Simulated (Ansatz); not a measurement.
```
Al Fe Co
1.0
     4.07609    0.00000    0.00000
     0.00000    4.07609    0.00000
     0.00000    0.00000    5.76787
Al Fe Co
4 1 3
Cartesian
  0.0000 2.0380 4.3097
  0.0000 2.0380 1.4582
  2.0380 0.0000 4.3097
  2.0380 0.0000 1.4582
  0.0000 0.0000 2.8839
  0.0000 0.0000 0.0000
  2.0380 2.0380 0.0000
  2.0380 2.0380 2.8839
```

Space group P4/mmm; a structure generated by program, which may or may not match a known phase; changed on purpose from its base cell (volume × 1.03, shape and atoms relaxed); computed pressure about −5 GPa in this cell; computed without spin polarisation.

These are results of DFT PBE, scalar-relativistic, plane waves, PAW in Ansatz, not measurements.

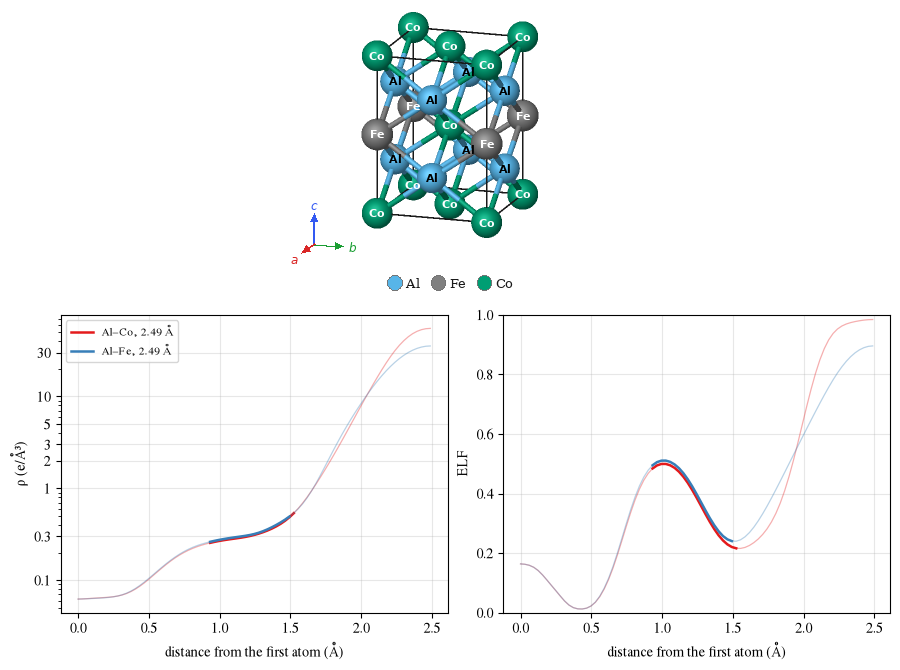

Al4FeCo3. Valence pseudo-density and ELF along straight lines between neighbouring atoms. Thin, pale parts lie inside the atomic spheres. The structure is drawn too.

In a PAW calculation such maps are meaningful between the atoms, not at the nuclei.

Q: What can be read from the curves?

A: Al–Co (2.49 Å): ρ at the midpoint is about 0.31 e/Å³; the ELF is about 0.40 at the midpoint.
Al–Fe (2.49 Å): the density is about 0.32 e/Å³ at the midpoint; the ELF is about 0.40 at the midpoint.
